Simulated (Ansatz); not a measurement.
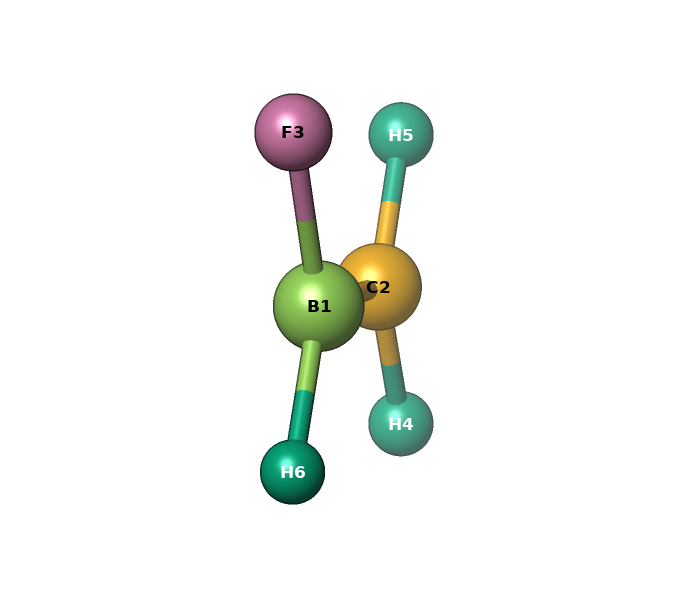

C2 lies behind B1. The molecule seen a little off the B1–C2 bond, B1 in front. Atoms fade into the background with distance from the viewer. Charge 0, doublet. Computed geometry: PBE-D4/def2-SVP optimisation. No frequency run is at hand to confirm it as a minimum.

### What is the torsion angle F3–B1–C2–H4? The sign is positive where the front bond must turn clockwise to cover the back bond.

180°, antiperiplanar (anti).
